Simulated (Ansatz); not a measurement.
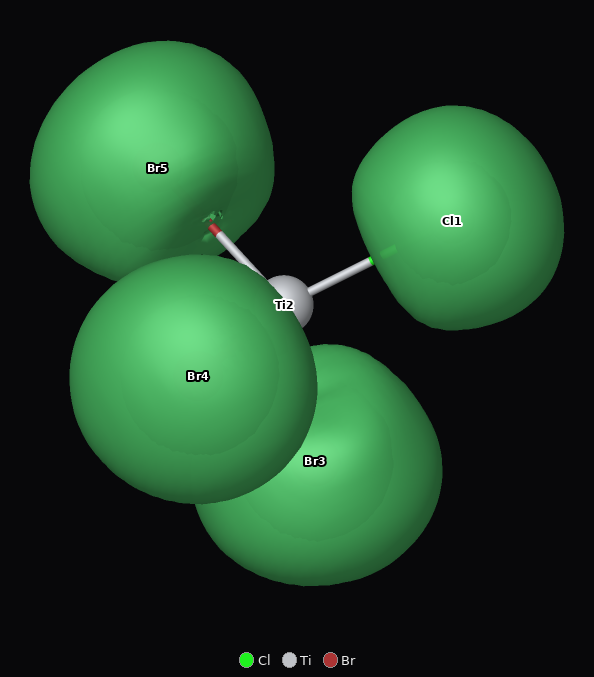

Br3ClTi. Isosurface of the electron localisation function at 0.75 (green), seen at an oblique angle. Only the valence region is drawn (cores and ρ < 0.01 e/Å³ removed).

Geometry: PBE0-D4/def2-TZVP.

Theory: RKS PBE0-D4/def2-TZVPP (Ansatz).

```xyz
5

Cl   -0.8351   -0.2128    2.0057
Ti   -0.0027   -0.0177    0.0219
Br    1.9135   -1.3062   -0.1446
Br   -1.5507   -0.7368   -1.5421
Br    0.5249    2.2000   -0.3824
```

Where are the electrons localised?

Answer. The ELF exceeds this value in three regions wrapped around Br (the valence shell of each) and one region wrapped around Cl (its valence shell). Profiles from the grid: Ti–Cl (2.16 Å): the ELF peaks at about 0.85 in the valence shell of Cl, 0.8 Å from its nucleus, and is about 0.45 at the midpoint. Ti–Br (2.32 Å): the ELF peaks at about 0.75 in the valence shell of Br, 1.0 Å from its nucleus, and is about 0.55 at the midpoint.
